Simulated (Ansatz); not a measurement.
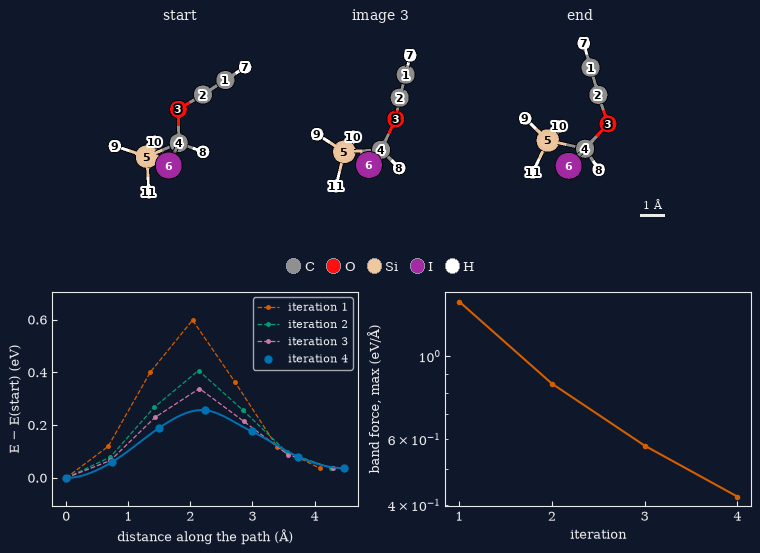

NEB run on C3H5IOSi. Images are numbered from 0 (start) to 6 (end). The plot follows the band through its iterations. A ball-and-stick model, seen from a free direction.

Level of theory: RKS B3LYP/def2-SVP in Ansatz. Run with 5 movable images; climbing image; force threshold 0.5 eV/Å; iteration limit 38; starting path by image-dependent pair potential.

**Did the band converge, and can the barrier be trusted?**

The run is converged, with reservations. The band converged in 4 iterations. The largest component of the band force went from 1.4 to 0.42 eV/Å. The climbing image converged on the top of the path. Its curvatures weren't checked. The force threshold is loose. The first iteration put the highest image at 0.598 eV. The highest point, image 3, lies 0.257 eV above the start and 0.220 eV above the end; the end is at +0.037 eV relative to the start.

The run took 2.2 min on 2 threads of Intel(R) Xeon(R) Platinum 8375C CPU @ 2.90GHz (Ice Lake), on a shared host, peak memory 0.4 GiB.
